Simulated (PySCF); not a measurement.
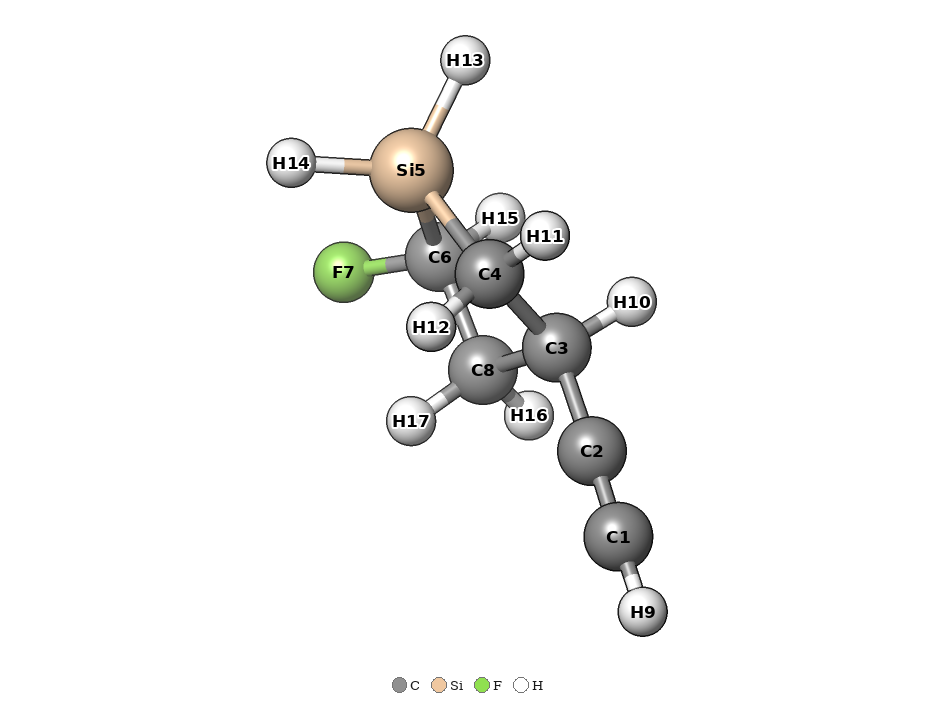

Computed geometry: GFN2-xTB optimisation. No frequency run is at hand to confirm it as a minimum.

Give the bond lengths. Leave out bonds to hydrogen.

```
  bond  length (Å)   order
 C1–C2       1.197  triple
 C2–C3       1.449  single
 C3–C4       1.541  single
 C3–C8       1.534  single
C4–Si5       1.905  single
Si5–C6       1.930  single
 C6–F7       1.389  single
 C6–C8       1.527  single
```
